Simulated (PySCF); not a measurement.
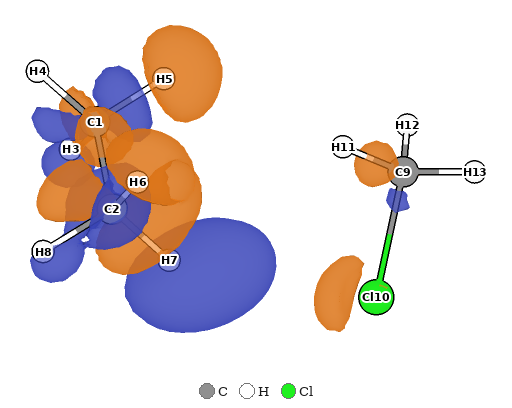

*C₃H₉Cl, SMILES `CC.CCl`. Density of the complex less the densities of the two fragments at the same geometry, ±0.0015 e/Å³ (orange: gain, blue: loss). Fragment A: H6C2 (atoms 1–8); fragment B: H3CCl.*

Level of theory: HF/6-311+G** (PySCF), at a geometry from GFN2-xTB. GFN2-xTB bond lengths at metals and heavier atoms can be off by up to 0.1 Å and shapes distorted, which carries into these values.

Geometry (Å), atoms numbered from 1:

```
C1      -2.5614    0.4597   -0.4888
C2      -2.1527   -0.6020    0.5217
H3      -2.5776    0.0426   -1.4930
H4      -3.5537    0.8440   -0.2619
H5      -1.8625    1.2938   -0.4785
H6      -2.1293   -0.1876    1.5278
H7      -1.1666   -0.9960    0.2873
H8      -2.8593   -1.4287    0.5118
C9       1.4540    1.1076    0.3193
Cl10     1.7358   -0.5672   -0.2038
H11      0.4863    1.1515    0.8087
H12      1.4698    1.7444   -0.5596
H13      2.2452    1.3864    1.0083
```

Which way does charge flow?

Hirshfeld charges show almost no net transfer (under 0.005 e). By Hirshfeld charges, electrons gather most on H5 (−0.004 e) and leave H7 most (+0.007 e); 0.03 e is displaced in all, which induces a dipole of 0.14 D.

What is the interaction energy, and which contacts carry it?

The counterpoise-corrected interaction energy of the frozen fragments is +0.7 kcal/mol without dispersion correction and −1.4 kcal/mol with D3(BJ). The pair geometry is semi-empirical, not a minimum at this level. Contacts: H7···Cl10, weak C–H hydrogen bond, 2.98 Å, ρ = 0.006 a.u.; H5···H11, H···H contact, 2.68 Å, ρ = 0.003 a.u. The pose is a local one from a semi-empirical search, not shown to be the most stable.
